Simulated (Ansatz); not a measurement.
# FH3OSi···SiH4: what the fields show

The calculation's input:

```
crystal:
  periodic: [false, false, false]
  atoms:
    - {symbol: Si, position_ang: [-1.440787, 0.027694, 1.095578]}
    - {symbol: F, position_ang: [-1.503512, -1.356865, 0.304454]}
    - {symbol: H, position_ang: [-2.792293, 0.232399, 1.667472]}
    - {symbol: H, position_ang: [-1.037000, 1.083394, 0.147771]}
    - {symbol: O, position_ang: [-0.295485, -0.012207, 2.253385]}
    - {symbol: H, position_ang: [1.574981, -0.456957, -0.331676]}
    - {symbol: Si, position_ang: [1.501262, 0.112399, -1.700453]}
    - {symbol: H, position_ang: [-0.441737, -0.543740, 3.036810]}
    - {symbol: H, position_ang: [0.229141, -0.299554, -2.344764]}
    - {symbol: H, position_ang: [1.557848, 1.594513, -1.622392]}
    - {symbol: H, position_ang: [2.647481, -0.381078, -2.506085]}
basis:
  gaussian: {orbitals: def2-TZVPP}
hamiltonian: {xc: pbe0, dispersion: d4}
output: {orbitals: {seedname: orbitals}}
```

Launched as:

```sh
ansatz run in.yaml --threads 4 --pin off --events-out ev --progress --plain --max-ram 9574MiB
```

The reactant side of a reaction path; geometry: PBE0-D4/def2-TZVP.

Computed with RKS PBE0-D4/def2-TZVPP in Ansatz.

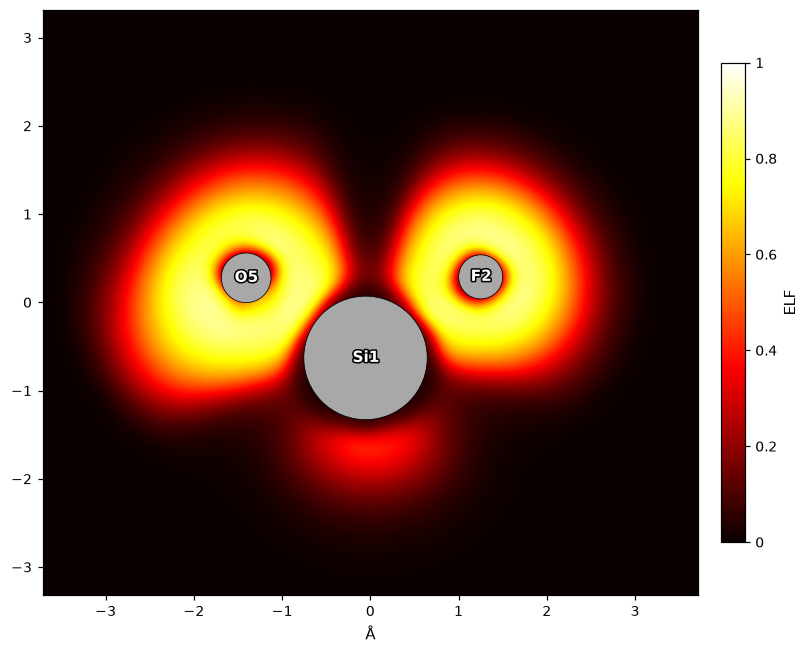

Figure 1. ELF on the plane of atoms F2, Si1 and O5. Grey discs cover the atomic cores.

### What does the map show?

- Atoms in the plane: Si, F and O.
- Si–F (1.60 Å): the ELF peaks at about 0.85 in the valence shell of F, 0.6 Å from its nucleus, and is about 0.55 at the midpoint.
- Si–O (1.63 Å): the ELF peaks at about 0.90 between the atoms; a shared but strongly polarised pair.
- The ELF also peaks beside O5 and F2, away from the bonds: lone-pair regions.

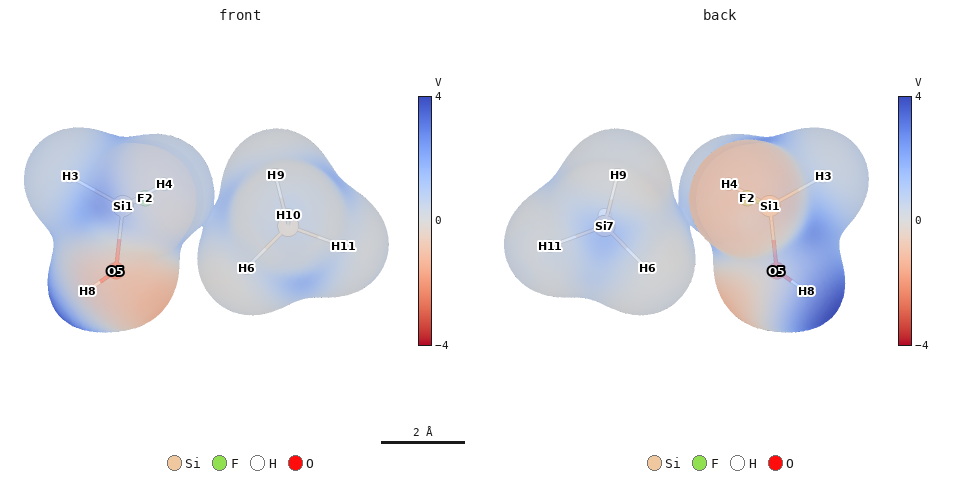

Figure 2. The electrostatic potential painted on the density surface at 0.004 e/bohr³, seen from the front and from behind; the colour scale runs from red (negative) to blue (positive).

### Which sites attract a positive test charge, and which a negative one?

A positive charge is drawn to the negative regions and a negative charge to the positive ones. The most negative region (about −1.2 V) lies over O5, the most positive (about +3.8 V) over H8. O5 is the likeliest acceptor of a hydrogen bond.

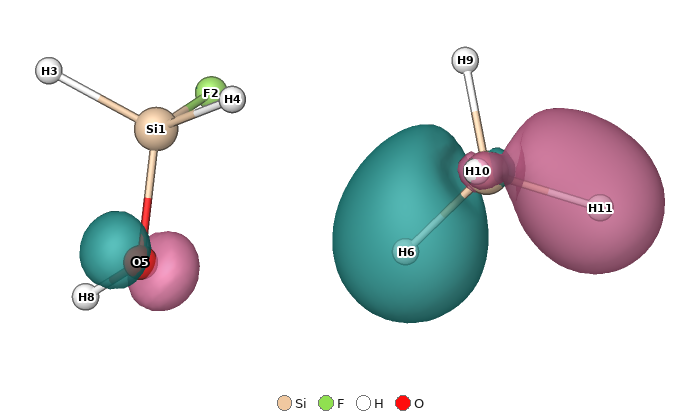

Figure 3. The HOMO−1 at ±0.15 Å⁻³ᐟ² (teal and pink are the two phases), seen across its widest extent.

### What is the character of this orbital?

It lies mainly on Si7 (about 40 %), H6 (about 25 %), H11 (about 20 %) and O5 (about 5 %). Its energy is −9.66 eV.
